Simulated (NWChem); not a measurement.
# Energy and gradient calculation, with input and output: CH2BrClOSi

The run: energy and gradient calculation of CH2BrClOSi, SMILES ClC1(Br)O[SiH2]1. Method and program: B3LYP/6-31G*, RKS (NWChem 7.3.0).

The geometry comes from this level: PBE0-D4/def2-TZVP.

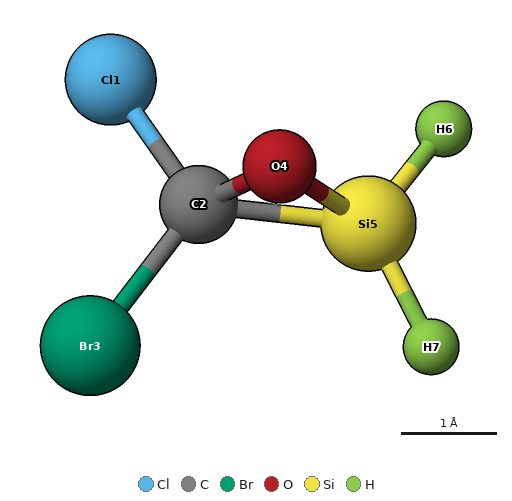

Fig. 1: The structure as given in the input (ball-and-stick view, seen at a tilt; atoms are numbered from 1 in the order of the input).

**Input**
```python
from ase import Atoms
from ase.calculators.nwchem import NWChem

molecule = Atoms(['Cl', 'C', 'Br', 'O', 'Si', 'H', 'H'], positions=[
    [-0.382500, -1.581800, 1.654900],
    [-0.129800, -0.797200, 0.108300],
    [-0.729300, -1.913000, -1.350400],
    [1.175400, -0.304400, -0.069400],
    [0.094000, 0.990900, -0.086100],
    [0.145300, 1.885700, 1.085000],
    [-0.111900, 1.651900, -1.388000],
])

calc = NWChem(
    label='geom',
    theory='dft',
    memory='2200 mb',
    basis='6-31G*',
    dft={'xc': 'b3lyp', 'mult': '1', 'grid': 'fine', 'convergence': 'energy 1e-08', 'iterations': '100', 'mulliken': None, 'print': 'low'},
)
molecule.calc = calc

forces = molecule.get_forces()
print(f"energy = {molecule.get_potential_energy():.6f} eV")
print("forces (eV/A):")
for s, f in zip(molecule.symbols, forces):
    print(f"{s:2s} {f[0]:10.5f} {f[1]:10.5f} {f[2]:10.5f}")
```

**File geom.nwi**
```
title "geom"

permanent_dir geom

scratch_dir geom

start geom

geometry units angstrom nocenter noautosym noautoz
  Cl -3.8250000000000001e-01 -1.5818000000000001e+00 1.6549000000000000e+00
  C  -1.2980000000000000e-01 -7.9720000000000002e-01 1.0829999999999999e-01
  Br -7.2929999999999995e-01 -1.9130000000000000e+00 -1.3504000000000000e+00
  O  1.1754000000000000e+00 -3.0440000000000000e-01 -6.9400000000000003e-02
  Si 9.4000000000000000e-02 9.9090000000000000e-01 -8.6099999999999996e-02
  H  1.4530000000000001e-01 1.8856999999999999e+00 1.0850000000000000e+00
  H  -1.1190000000000000e-01 1.6518999999999999e+00 -1.3879999999999999e+00
end

memory 2200 mb

basis noprint
   * library 6-31G*
end

dft
  xc b3lyp
  mult 1
  grid fine
  convergence energy 1e-08
  iterations 100
  mulliken
  print low
end

task dft gradient
```

Launched with:
```bash
export ASE_NWCHEM_COMMAND="nwchem PREFIX.nwi > PREFIX.nwo"
python run.py
```

**Log**
```
energy = -93554.574655 eV
forces (eV/A):
Cl   -0.10485   -0.32694    0.68720
C    -0.04438    0.17370   -0.07446
Br   -0.21242   -0.39204   -0.53068
O     0.68227   -0.36227   -0.03106
Si   -0.26971    0.84034   -0.05605
H    -0.02427    0.03466    0.01574
H    -0.02659    0.03255   -0.01080
```

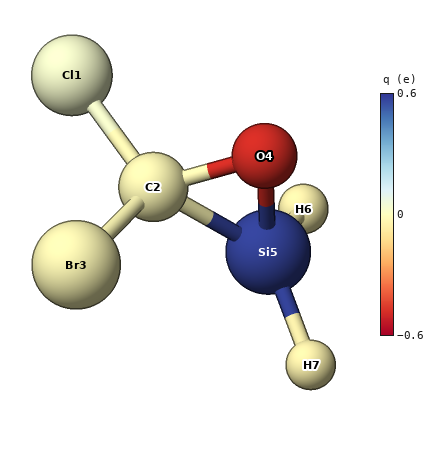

Fig. 2: Mulliken charges, as the colour of each atom (ball-and-stick view, seen at a tilt; atoms are numbered from 1 in the order of the input). By element: Cl +0.03, C −0.02, Br −0.02, O −0.48, Si +0.57 and H −0.04 e.

**Key numbers**

```json
{"quantity": "outcome", "value": "converged"}
{"quantity": "total energy", "value": "−3438.067233 hartree"}
{"quantity": "largest force", "value": "0.884 eV/Å"}
{"quantity": "hardware", "value": "1 thread of Intel Xeon (Sapphire Rapids), 192 GiB of memory available, shared host"}
{"quantity": "wall time", "value": "2 min"}
{"quantity": "peak memory", "value": "0.13 GiB"}
```
